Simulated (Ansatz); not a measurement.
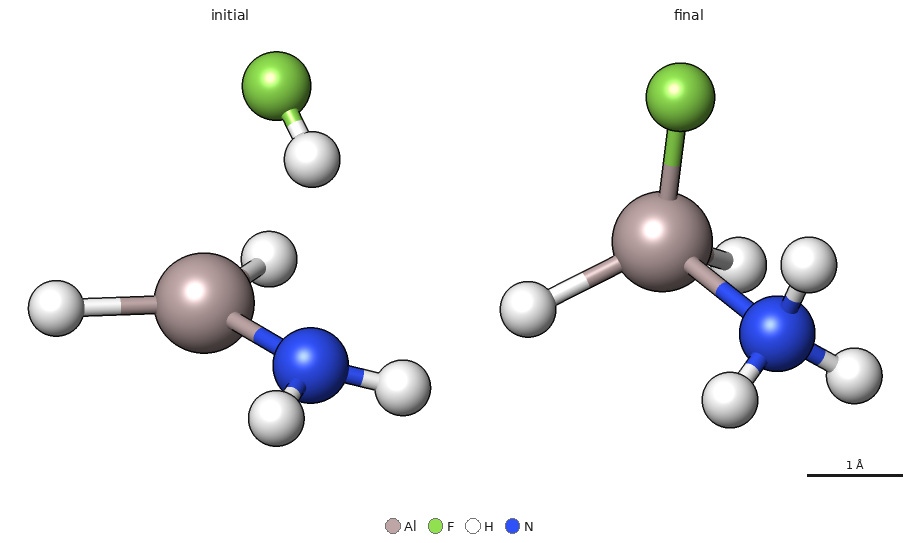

The structure of AlNH5F before (left) and after (right) a relaxation, at one scale.

Style: ball-and-stick. Shown from a free direction.

The run prepares an end point of a later path (reaction) calculation, from a guessed geometry.

All numbers below come from Ansatz 0.2.0, RKS PBE0-D4/6-31G*. (no spin polarisation; force threshold 0.03 eV/Å; at most 50 steps)

What changed between the two?

The atom that moves furthest after the best rigid fit is an H atom (1.20 Å). By element the largest moves are H 1.20 Å, F 0.93 Å, Al 0.67 Å, N 0.39 Å. Among the contacts that change: F–H 0.935 → 2.581 Å, H–N 2.248 → 1.019 Å, Al–F 2.879 → 1.681 Å, Al–N 1.877 → 2.070 Å. New bonds form, among them: Al–F (2.88 → 1.68 Å), H–N (2.25 → 1.02 Å). Bonds break, among them: F–H (0.93 → 2.58 Å). Bond angles that change, for instance: H–Al–N 117.3° → 101.4°, H–Al–N 115.8° → 101.5°, Al–N–H 121.5° → 113.1°. After 13 accepted moves (15 points after the start) the energy has fallen by 52.9 kcal/mol. The largest force component goes from 1.3 to 0.0025 eV/Å. The line search rejected the trial steps at points 6, 13 of the run. Cost: 14 s on 1 thread of AMD EPYC 9R45 96-Core Processor (Zen 5), with other jobs on the host, peak memory 0.15 GiB.

Limits of the set-up: the start holds two separate molecules, 2.2 Å apart at their closest, whose relative position is a soft coordinate.
